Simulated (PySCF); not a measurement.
## Mending a NMR shielding calculation on Si2H6O

System: Si2H6O (disiloxane), SMILES [SiH3]O[SiH3].
Method of the first run: GIAO PBE0/pcSseg-1 NMR shielding, non-relativistic, gas phase (PySCF 2.14.0).

The run did not end well. The geometry comes from this level: GFN2-xTB. Text and figures count atoms from 1; the logs count them from 0 in places.

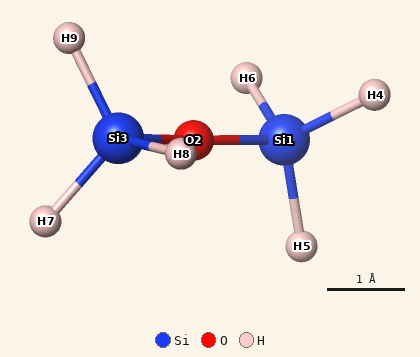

Fig. 1: The structure (ball-and-stick view, seen at a tilt; atoms are numbered from 1 in the order of the input). Bond lengths as drawn: H–Si 1.46 Å and O–Si 1.62 Å.

**Input file, the first run**
```
{"job": {"kind": "nmr", "xc": "PBE0", "basis": "pcSseg-1", "pop": true, "scf": {"max_cycle": 5}}, "charge": 0, "multiplicity": 1}
Si    -1.592559    -0.217384     0.079980
O      0.020394    -0.105055     0.090803
Si     1.597316     0.209598    -0.077850
H     -2.121871     1.023532    -0.484002
H     -1.924369    -1.373643    -0.750796
H     -1.988900    -0.399895     1.474265
H      2.256533    -1.089486    -0.192186
H      1.759147     1.017997    -1.285234
H      2.007870     0.940329     1.119841
```

The first line tells a small driver script what to run in PySCF; the rest is the geometry in Å.

Command:
```bash
OMP_NUM_THREADS=1 python <driver script> task.json out
```

Hardware: 1 CPU thread, shared host.

**Output (the first run)**
```
final grid: 67296 points
cycle   1  E = -657.4097434172  dE =  1.018e-01  |g| = 7.547e-01  |ddm| = 2.628e+00
cycle   2  E = -657.2148885105  dE =  1.949e-01  |g| = 1.255e+00  |ddm| = 1.527e+00
cycle   3  E = -657.5064403009  dE = -2.916e-01  |g| = 5.690e-02  |ddm| = 1.114e+00
cycle   4  E = -657.5070828248  dE = -6.425e-04  |g| = 1.449e-02  |ddm| = 6.786e-02
cycle   5  E = -657.5071153936  dE = -3.257e-05  |g| = 8.635e-04  |ddm| = 1.575e-02
SCF not converged, last energy = -657.5071153936
```

### Diagnose this run and give a change of the input that cures it.

Some settings of this run were drawn to be unusual or wrong. The run did not converge. At least one of its steps failed, so the values that rest on that step are not results. Likely cause: The residual was still falling when the limit of 5 iterations cut the run off.

A run of the same system that converges differs from this input as follows (lines with − go, lines with + come):
```diff
-"pop": true
-"scf": {"max_cycle": 5}
```

**Output (the second run)**
```
coarse grid: 8056 points
cycle   1  E = -657.3848545241  dE =  1.002e-01  |g| = 7.480e-01  |ddm| = 2.629e+00
cycle   2  E = -657.1935511318  dE =  1.913e-01  |g| = 1.246e+00  |ddm| = 1.512e+00
cycle   3  E = -657.4800661418  dE = -2.865e-01  |g| = 5.588e-02  |ddm| = 1.100e+00
cycle   4  E = -657.4806831309  dE = -6.170e-04  |g| = 1.432e-02  |ddm| = 6.658e-02
cycle   5  E = -657.4807150259  dE = -3.189e-05  |g| = 8.179e-04  |ddm| = 1.561e-02
cycle   6  E = -657.4807152183  dE = -1.924e-07  |g| = 1.317e-04  |ddm| = 1.439e-03
final grid: 67296 points
cycle   7  E = -657.5071094093  dE = -3.164e-06  |g| = 6.258e-03  |ddm| = 7.800e-03
cycle   8  E = -657.5070999355  dE =  9.474e-06  |g| = 9.675e-03  |ddm| = 9.682e-03
cycle   9  E = -657.5071155963  dE = -1.566e-05  |g| = 2.547e-04  |ddm| = 6.201e-03
cycle  10  E = -657.5071156077  dE = -1.146e-08  |g| = 2.538e-05  |ddm| = 2.523e-04
cycle  11  E = -657.5071156078  dE = -1.090e-10  |g| = 4.734e-06  |ddm| = 3.246e-05
converged SCF energy = -657.5071156078

GIAO shielding tensors (ppm)
atom      isotropic    diamagn.    paramagn.     s11        s22        s33       span
  0 Si     392.594     879.428    -486.834    356.572    358.501    462.709    106.136
  1 O      348.926     396.783     -47.857    248.885    396.937    400.955    152.070
  2 Si     392.600     879.431    -486.830    356.391    358.716    462.694    106.303
  3 H       26.587      29.359      -2.772     23.360     25.123     31.278      7.918
  4 H       26.587      29.226      -2.639     23.280     25.091     31.391      8.111
  5 H       26.588      29.183      -2.595     23.268     25.088     31.407      8.139
  6 H       26.585      29.174      -2.589     23.272     25.084     31.399      8.127
  7 H       26.588      29.366      -2.777     23.353     25.126     31.286      7.934
  8 H       26.589      29.227      -2.638     23.284     25.092     31.391      8.107
```

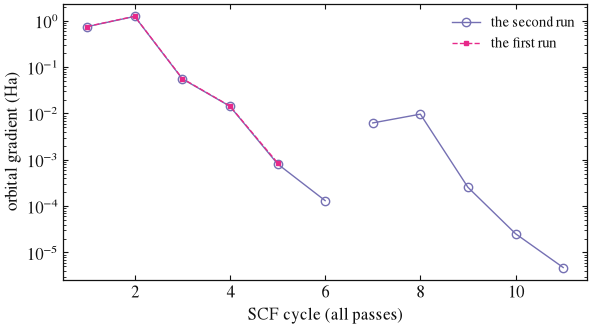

Fig. 2: Convergence of the two runs: orbital gradient against the SCF cycle. A break in a curve parts two SCF passes (coarse and final grid). The second run takes 11 cycles in all, and the first run stops after 5.

**The two runs side by side**

| quantity | the first run | the second run |
| --- | --- | --- |
| outcome | not converged | converged |
| total energy (hartree) | – | −657.507116 |
| HOMO (eV) | – | −8.51 |
| LUMO (eV) | – | 0.11 |
| dipole moment (D) | – | 0.17 |
| shielding of Si1 (ppm) | – | 392.6 |
| shielding of O2 (ppm) | – | 348.9 |
| shielding of Si3 (ppm) | – | 392.6 |
| shielding of H4 (ppm) | – | 26.6 |
| shielding of H5 (ppm) | – | 26.6 |
| shielding of H6 (ppm) | – | 26.6 |
| shielding of H7 (ppm) | – | 26.6 |
| SCF iterations | – | 11 |
| basis functions | – | 95 |
| wall time (shared host) | 2.4 s | 12 s |
